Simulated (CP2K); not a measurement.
# C2H5FS2 (SMILES CC(F)(S)S): PM6

Aim: the energy difference between two shapes of C2H5FS2 at PM6, from 2 runs. 

The results are computed with CP2K 2026.2.

## Step 1: The molecule

C2H5FS2 has 10 atoms, charge 0, and is taken as a singlet. As SMILES, `CC(F)(S)S`. The shape is that of a GFN2-xTB optimisation. This is one conformer, not always the lowest.

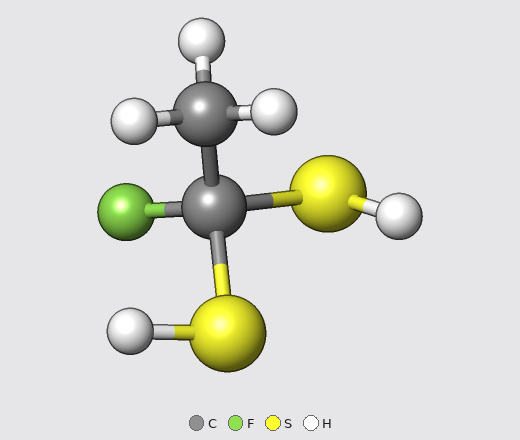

The structure, seen from a chosen angle (carbon grey, fluorine green, sulfur yellow, hydrogen white).

## Step 2: A single-point energy at PM6

Contents of mol.inp:

```
&FORCE_EVAL
  METHOD QS
  &DFT
    CHARGE 0
    MULTIPLICITY 1
    # Quickstep
    &QS
      METHOD PM6
      EPS_DEFAULT 1.0E-10
      &SE
        &COULOMB
          CUTOFF [angstrom] 50
          RC_RANGE [angstrom] 0
        &END COULOMB
        &EXCHANGE
          CUTOFF [angstrom] 50
          RC_RANGE [angstrom] 0
        &END EXCHANGE
      &END SE
    &END QS
    &POISSON
      PERIODIC NONE
      POISSON_SOLVER ANALYTIC
    &END POISSON
    # SCF settings
    &SCF
      SCF_GUESS ATOMIC
      EPS_SCF 1.0E-07
      MAX_SCF 100
      ADDED_MOS 4
      &DIAGONALIZATION
        ALGORITHM STANDARD
      &END DIAGONALIZATION
      &MIXING
        METHOD DIRECT_P_MIXING
        ALPHA 0.4
      &END MIXING
    &END SCF
    &PRINT
      &MOMENTS
        PERIODIC F
        REFERENCE COM
        MAX_MOMENT 1
      &END MOMENTS
      &MO ON
        ENERGIES T
        OCCUPATION_NUMBERS T
        NDIGITS 6
        &EACH
          QS_SCF 0
        &END EACH
        ADD_LAST NUMERIC
      &END MO
      &HIRSHFELD OFF
      &END HIRSHFELD
    &END PRINT
  &END DFT
  # atoms, cell and kinds
  &SUBSYS
    # vacuum box
    &CELL
      ABC [angstrom] 19.8 19.2 19.3
      PERIODIC NONE
    &END CELL
    &COORD
      C      0.054010    -1.078240     0.001780
      C     -0.209540     0.375860    -0.324350
      F     -0.329570     0.529430    -1.671450
      S     -1.786090     0.971200     0.423860
      S      1.156790     1.473040     0.267390
      H      0.194140    -1.199110     1.072250
      H      0.948110    -1.418220    -0.518980
      H     -0.793630    -1.679600    -0.322450
      H     -1.295910     1.026190     1.659450
      H      2.061700     0.999450    -0.587510
    &END COORD
    &TOPOLOGY
      &CENTER_COORDINATES
      &END CENTER_COORDINATES
    &END TOPOLOGY
  &END SUBSYS
&END FORCE_EVAL

&GLOBAL
  PROJECT_NAME mol
  RUN_TYPE ENERGY
  PRINT_LEVEL MEDIUM
&END GLOBAL
```

Run with:

```
$ OMP_NUM_THREADS=1 cp2k.psmp -i mol.inp -o mol.out
```

Standard output:

```text
CP2K| version string:                                       CP2K version 2026.2
[...]
 GLOBAL| Method name                                                        CP2K
[...]
 GLOBAL| Run type                                                         ENERGY
[...]
                             - Atoms:                                         10
[...]
                             - Spherical basis functions:                     35
[...]
 Number of electrons:                                                         32
[...]
     1 P_Mix/Diag. 0.40E+00    0.0     0.84462513       -35.5026489528 -3.55E+01
[...]
    44 DIIS/Diag.  0.90E-07    0.0     0.00000010       -41.6523359166 -9.24E-14
  *** SCF run converged in    44 steps ***
  Core-core repulsion energy [eV]:                           2417.24175316924038
  Core Hamiltonian energy [eV]:                             -1811.30205437332756
  Two-electron integral energy [eV]:                        -3478.71479988717192
  Electronic energy [eV]:                                   -3550.65945431691398
  Total energy [eV]:                                        -1133.41770114767314
  Atomic reference energy [eV]:                              1130.97723772394670
  Heat of formation [kcal/mol]:                               -56.27842797377522
[...]
 SE_DIPOLE| Moment [Debye]         -1.19955545       1.75486141      -1.00707745
 SE_DIPOLE| Derivative [a.u.]       0.00000000       0.00000000       0.00000000
 ENERGY| Total FORCE_EVAL ( QS ) energy [hartree]            -41.652335916557519
[...]
```

Run time: 0.56 s. Hardware: 1 thread of Arm Neoverse N1, shared host; peak memory 0.14 GiB.

## Step 3: The distorted shape at the same level

Contents of calc.inp:

```
&GLOBAL
  PROJECT calc
  RUN_TYPE ENERGY
  PRINT_LEVEL MEDIUM
&END

&FORCE_EVAL
  METHOD Quickstep
  &DFT
    CHARGE 0
    MULTIPLICITY 1
    ! Quickstep
    &QS
      METHOD PM6
      EPS_DEFAULT 1.0E-10
      &SE
        &COULOMB
          CUTOFF [angstrom] 50
          RC_RANGE [angstrom] 0
        &END
        &EXCHANGE
          CUTOFF [angstrom] 50
          RC_RANGE [angstrom] 0
        &END
      &END
    &END
    ! no periodic images
    &POISSON
      PERIODIC NONE
      POISSON_SOLVER ANALYTIC
    &END
    &SCF
      SCF_GUESS ATOMIC
      EPS_SCF 1.0E-07
      MAX_SCF 100
      ADDED_MOS 4
      &DIAGONALIZATION
        ALGORITHM STANDARD
      &END
      &MIXING
        METHOD DIRECT_P_MIXING
        ALPHA 0.4
      &END
    &END
    &PRINT
      &MOMENTS
        PERIODIC F
        REFERENCE COM
        MAX_MOMENT 1
      &END
      &MO ON
        ENERGIES T
        OCCUPATION_NUMBERS T
        NDIGITS 6
        &EACH
          QS_SCF 0
        &END
        ADD_LAST NUMERIC
      &END
      &HIRSHFELD OFF
      &END
    &END
  &END
  &SUBSYS
    ! box in angstrom
    &CELL
      ABC [angstrom] 20 19.2 19.4
      PERIODIC NONE
    &END
    &COORD
      C     -0.006331    -1.049876     0.068348
      C     -0.249814     0.480426    -0.184220
      F     -0.282416     0.533371    -1.738397
      S     -1.928701     0.949412     0.439565
      S      1.250913     1.561894     0.356080
      H      0.354390    -1.215173     0.947458
      H      0.994525    -1.373703    -0.376240
      H     -0.772816    -1.647063    -0.261580
      H     -1.384624     0.966329     1.658373
      H      2.120409     1.077074    -0.607434
    &END
    &TOPOLOGY
      &CENTER_COORDINATES
      &END
    &END
  &END
&END
```

Run with:

```
$ OMP_NUM_THREADS=1 cp2k.psmp -i calc.inp -o calc.out
```

Standard output:

```text
CP2K| version string:                                       CP2K version 2026.2
[...]
 GLOBAL| Method name                                                        CP2K
[...]
 GLOBAL| Run type                                                         ENERGY
[...]
                             - Atoms:                                         10
[...]
                             - Spherical basis functions:                     35
[...]
 Number of electrons:                                                         32
[...]
     1 P_Mix/Diag. 0.40E+00    0.0     0.83856933       -35.6071651189 -3.56E+01
[...]
    44 DIIS/Diag.  0.95E-07    0.0     0.00000010       -41.5976285055 -4.26E-14
  *** SCF run converged in    44 steps ***
  Core-core repulsion energy [eV]:                           2344.70932653676209
  Core Hamiltonian energy [eV]:                             -1812.29907114257071
  Two-electron integral energy [eV]:                        -3328.67858435813469
  Electronic energy [eV]:                                   -3476.63836332163783
  Total energy [eV]:                                        -1131.92903678487619
  Atomic reference energy [eV]:                              1130.97723772394670
  Heat of formation [kcal/mol]:                               -21.94900950993571
[...]
 SE_DIPOLE| Moment [Debye]         -1.35648097       1.55001159      -1.51361162
 SE_DIPOLE| Derivative [a.u.]       0.00000000       0.00000000       0.00000000
 ENERGY| Total FORCE_EVAL ( QS ) energy [hartree]            -41.597628505473814
[...]
```

Run time: 0.56 s. Hardware: 1 thread of Arm Neoverse N1, shared host; peak memory 0.14 GiB.

## Step 4: Outcome

At PM6:

```
                              quantity           value
             first shape: total energy    -41.65234 Eh
            first shape: dipole moment          2.35 D
              first shape: HOMO energy        -9.49 eV
              first shape: LUMO energy        -0.49 eV
            first shape: HOMO–LUMO gap         9.00 eV
        first shape: heat of formation  -56.3 kcal/mol
         distorted shape: total energy    -41.59763 Eh
        distorted shape: dipole moment          2.56 D
          distorted shape: HOMO energy        -9.59 eV
          distorted shape: LUMO energy        -0.85 eV
        distorted shape: HOMO–LUMO gap         8.74 eV
    distorted shape: heat of formation  -21.9 kcal/mol
energy change with the atoms displaced        1.489 eV
```

**Reading.** With the atoms displaced the energy rises by 1.49 eV (144 kJ/mol). The first shape isn't relaxed at this level, so the change isn't measured from a minimum.
